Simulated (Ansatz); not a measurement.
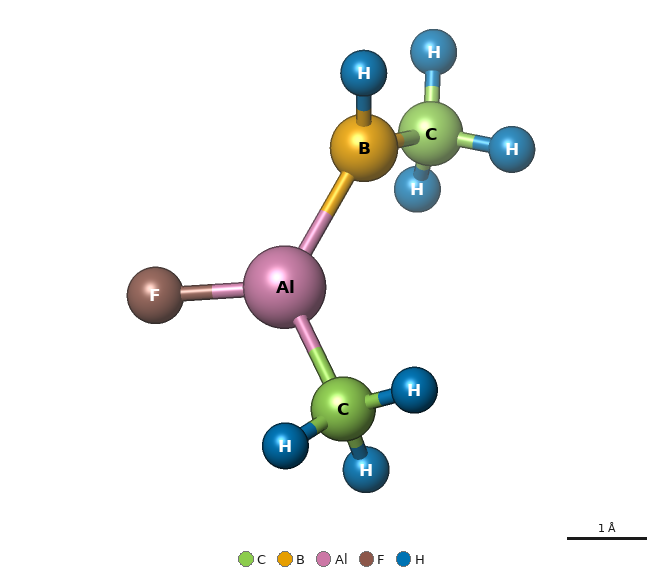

Atoms fade into the background with distance from the viewer. Computed geometry: PBE-D4/def2-SVP optimisation. No frequency run is at hand to confirm it as a minimum. Masses are those of the most abundant isotopes; constants are for the rigid equilibrium geometry.

Question: Classify the rotor and give the rotational constants (GHz).

Answer: An asymmetric top (C1): A = 5.08, B = 2.04, C = 1.58 GHz. Ray's parameter κ is −0.74, nearer the prolate limit.
